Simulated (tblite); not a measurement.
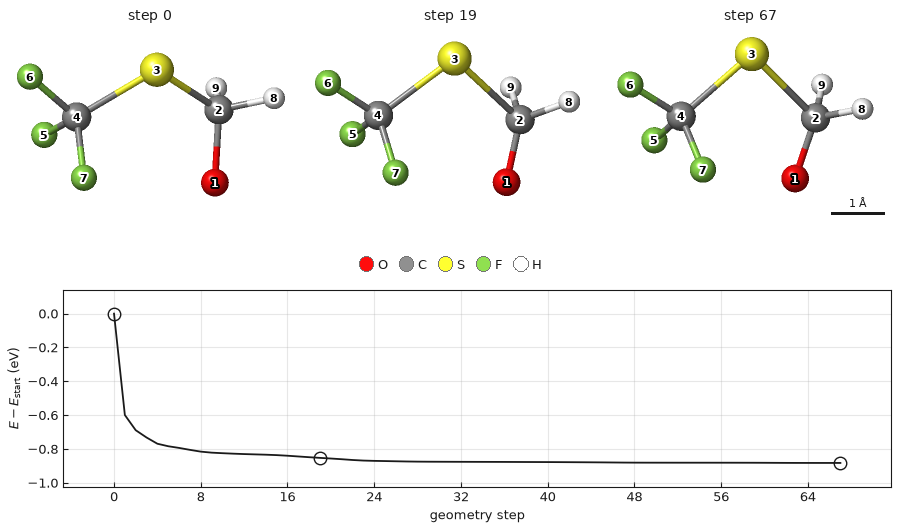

Frames of a relaxation of C₂H₂F₃OS (multiplicity 2), marked on the history of the run. The picture is a ball-and-stick view, seen at a tilt.

The calculation used GFN2-xTB geometry optimisation, gas phase (tblite 0.8.0). 

> Describe the path.

The largest move after the best rigid fit is that of O1, 0.42 Å. Largest moves by element: O 0.42 Å, F 0.40 Å, H 0.40 Å, S 0.34 Å, C 0.17 Å. Among the contacts that change: C2–S3 1.784 → 1.990 Å, O1–C2 1.401 → 1.239 Å, C4–F7 1.390 → 1.324 Å, C4–F6 1.391 → 1.330 Å. Bond angles that change, for instance: C2–S3–C4 114.9° → 98.2°, S3–C2–H9 111.8° → 96.9°, S3–C2–H8 110.7° → 97.0°. Groups turn about C2–S3 by about 25°. Over 67 geometry steps the energy falls by 0.882 eV. Cost: 0.26 s on 1 thread of Arm Neoverse V2, on a shared host. From step 0 to 19: F7 moves most (0.26 Å), energy −0.852 eV. From step 19 to 67: O1 moves most (0.26 Å), energy −0.030 eV.
